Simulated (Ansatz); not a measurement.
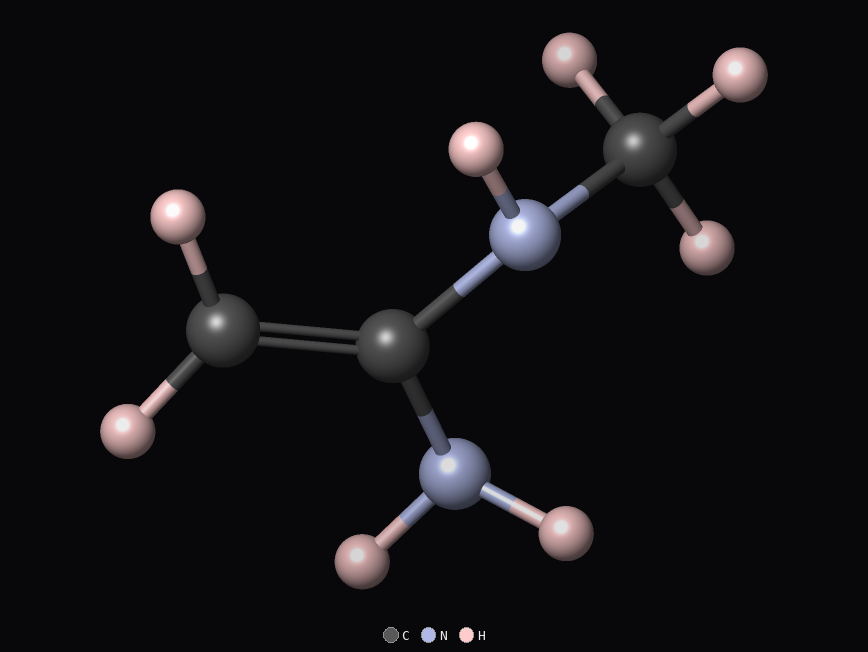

Computed geometry: PBE0-D4/def2-TZVP optimisation. No frequency run is at hand to confirm it as a minimum.

Draw it as a skeletal formula.

SMILES: C=C(N)NC

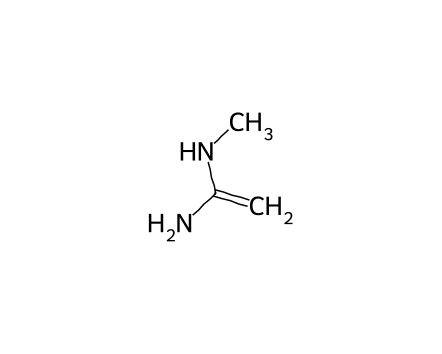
